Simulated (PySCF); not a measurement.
Si(H)3(nPr), SMILES CCC[SiH3] (C3H10Si), PBE0/def2-SVP optimised geometry. Atoms within 1.6 Å of the plane z = 0.0 Å (x, y, z in Å): Si1 (-1.98, 0.48, 0.00), C2 (-0.09, 0.48, 0.00), C3 (0.55, -0.91, 0.01), C4 (2.07, -0.87, 0.01), H5 (-2.50, 1.88, 0.00), H6 (-2.51, -0.22, 1.21), H7 (-2.51, -0.22, -1.21), H8 (0.25, 1.06, 0.88), H9 (0.25, 1.05, -0.88), H10 (0.20, -1.47, 0.89), H11 (0.20, -1.48, -0.87), H12 (2.46, -0.34, -0.88), H13 (2.51, -1.88, 0.01), H14 (2.46, -0.34, 0.89).

Level of theory: PBE0/def2-TZVP (PySCF 2.14.0). Cells within 0.4 Å of a nucleus heavier than hydrogen are left out (blank, or x).

Map of the electron localisation function on the plane z = 0.0 Å:

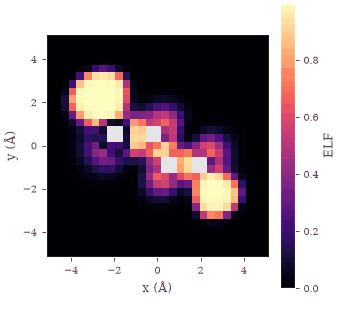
Figure. Electron localisation function on the plane z = 0.0 Å.
